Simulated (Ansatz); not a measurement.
Si2NH6F: frequency calculation

System: Si2NH6F, SMILES F[SiH2]N[SiH3].
Method: HF/STO-3G, RHF (Ansatz 0.2.0).

The geometry was optimised with HF/STO-3G. Figures and captions count atoms from 1; the log counts them from 0 in places.

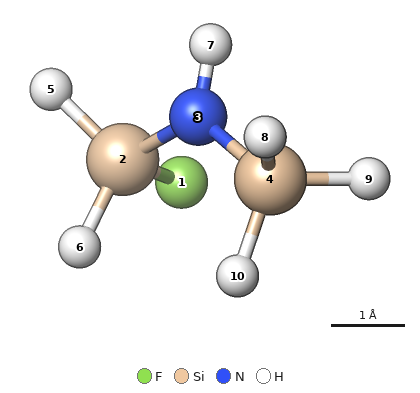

Fig. 1: The structure (ball-and-stick view, seen at a tilt; atoms are numbered from 1 in the order of the input). Bond lengths as drawn: F–Si 1.62 Å, H–N 1.01 Å, H–Si 1.42 to 1.43 Å and N–Si 1.71 to 1.72 Å.

## Key numbers

```tsv
quantity	value
outcome	converged
total energy	−726.540168 hartree
basis functions	34
largest force	0.003 eV/Å
zero-point energy	0.076751 hartree
dipole moment	1.09 D
wavenumbers, lowest and highest	54 and 4089 cm⁻¹
hardware	1 thread of Arm Neoverse V1, 24 GiB of memory available, shared host
wall time	32 s
peak memory	0.083 GiB
```

## Input
```yaml
crystal:
  periodic: [false, false, false]
  atoms:
    - {symbol: F, position_ang: [-1.523571, 0.883454, -1.817737]}
    - {symbol: Si, position_ang: [-0.382939, 1.306765, -0.754828]}
    - {symbol: "N", position_ang: [0.528892, -0.054536, -0.278176]}
    - {symbol: Si, position_ang: [0.192286, -1.232530, 0.935643]}
    - {symbol: H, position_ang: [0.464289, 2.266314, -1.379002]}
    - {symbol: H, position_ang: [-1.031021, 1.866843, 0.382182]}
    - {symbol: H, position_ang: [1.302137, -0.290655, -0.889927]}
    - {symbol: H, position_ang: [1.369156, -1.533204, 1.679629]}
    - {symbol: H, position_ang: [-0.295039, -2.450905, 0.378540]}
    - {symbol: H, position_ang: [-0.798890, -0.701146, 1.806977]}
basis:
  gaussian:
    orbitals: STO-3G
hamiltonian:
  xc: hf
phonons:
  temperatures: {t_min: 298.15, t_max: 298.15, t_step: 1}
```

Launched with:
```bash
ansatz run job.yaml --threads 1 --pin off --max-ram 3480MiB --events-out events.jsonl --progress --plain --runs-dir runs
```

## Output
```
Functional definition: HF
  name "HF"
  exchange = exact_x
  correlation = 0
465 factors; integrals over basis functions are off by at most 9.9e-6 eV
mean field evaluation 1: about -19768.1799 eV, gradient 2.1e1 eV
mean field evaluation 2: about -19768.2465 eV, gradient 2.2e1 eV
mean field evaluation 4: about -19770.1559 eV, gradient 1.4e0 eV
mean field evaluation 8: about -19770.1651 eV, gradient 1.8e-2 eV
mean field -19770.16514734 eV, -726.5401684657 hartree, gradient 4.0e-5 eV, S^2 0.000000; 0 other end points of the search recorded, 0 dependent functions left out
the calculation of the forces begins
reference -19770.16514734 eV, -726.5401684657 hartree; 25, 25 occupied and 9, 9 virtual orbitals, 465 factors
these checks for a lower state are left out or cut short: stability, starts, cluster_reference, orbital_swaps, neighbouring_geometries, increment
465 factors; integrals over basis functions are off by at most 9.9e-6 eV
mean field evaluation 16: about -19770.1651 eV, gradient 5.8e-7 eV
mean field -19770.16508113 eV, -726.5401660323 hartree, gradient 5.9e-7 eV, S^2 0.000000; 0 other end points of the search recorded, 0 dependent functions left out
[... from here on the field's lines of each further geometry are left out, up to the last ...]
the calculation of the forces begins
reference -19770.16510406 eV, -726.5401668748 hartree; 25, 25 occupied and 9, 9 virtual orbitals, 465 factors
these checks for a lower state are left out or cut short: stability, starts, cluster_reference, orbital_swaps, neighbouring_geometries, increment
465 factors; integrals over basis functions are off by at most 9.9e-6 eV
mean field -19770.16510627 eV, -726.5401669563 hartree, gradient 5.9e-7 eV, S^2 0.000000; 0 other end points of the search recorded, 0 dependent functions left out
the calculation of the forces begins
reference -19770.16510627 eV, -726.5401669563 hartree; 25, 25 occupied and 9, 9 virtual orbitals, 465 factors
Total energy: -19770.16514734 eV, -726.5401684657 hartree
Atom 0 at    -1.523571     0.883454    -1.817737 Å, force     0.000496     0.000542     0.000288 eV/Å
Atom 1 at    -0.382939     1.306765    -0.754828 Å, force    -0.000396    -0.000362    -0.000655 eV/Å
Atom 2 at     0.528892    -0.054536    -0.278176 Å, force     0.000035    -0.000719    -0.000545 eV/Å
Atom 3 at     0.192286    -1.232530     0.935643 Å, force     0.000995     0.001835     0.001575 eV/Å
Atom 4 at     0.464289     2.266314    -1.379002 Å, force     0.000246     0.000093    -0.000230 eV/Å
Atom 5 at    -1.031021     1.866843     0.382182 Å, force    -0.000293    -0.000232     0.000301 eV/Å
Atom 6 at     1.302137    -0.290655    -0.889927 Å, force    -0.000502     0.000275     0.000232 eV/Å
Atom 7 at     1.369156    -1.533204     1.679629 Å, force     0.001026    -0.000982    -0.000451 eV/Å
Atom 8 at    -0.295039    -2.450905     0.378540 Å, force    -0.000242    -0.000241    -0.000065 eV/Å
Atom 9 at    -0.798890    -0.701146     1.806977 Å, force    -0.001365    -0.000208    -0.000451 eV/Å
Dipole moment:     0.208272     0.005513     0.087860 e Å
Vibrations: 54.26 62.66 246.07 341.12 440.51 688.15 750.82 880.71 920.08 954.93 1020.15 1139.21 1162.04 1207.55 1220.32 1238.04 1265.54 1574.22 2856.78 2867.18 2894.93 2900.50 2915.57 4088.64 cm⁻¹, zero-point energy 2.088513 eV
```

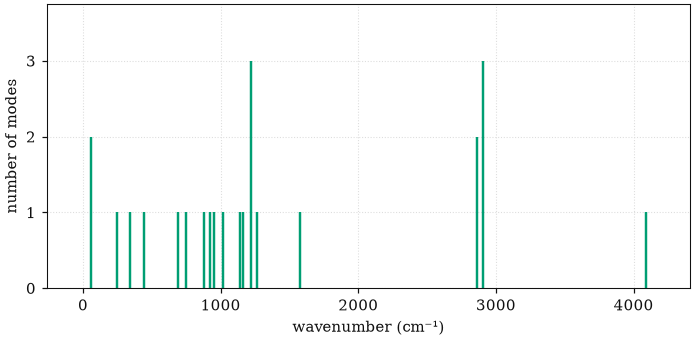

Fig. 2: Harmonic vibrational wavenumbers from the force constants; neighbouring modes closer than 18 cm⁻¹ are counted in one stick. 24 modes from 54 to 4089 cm⁻¹, none imaginary.

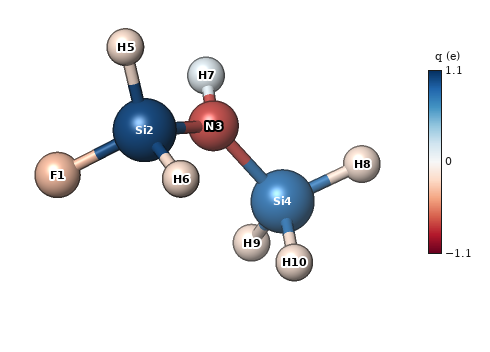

Fig. 3: Mulliken charges, as the colour of each atom (ball-and-stick view, seen at a tilt; atoms are numbered from 1 in the order of the input; Mulliken charges depend strongly on the basis). By element: F −0.35, Si +0.83 to +1.01, N −0.75 and H −0.18 to +0.14 e.
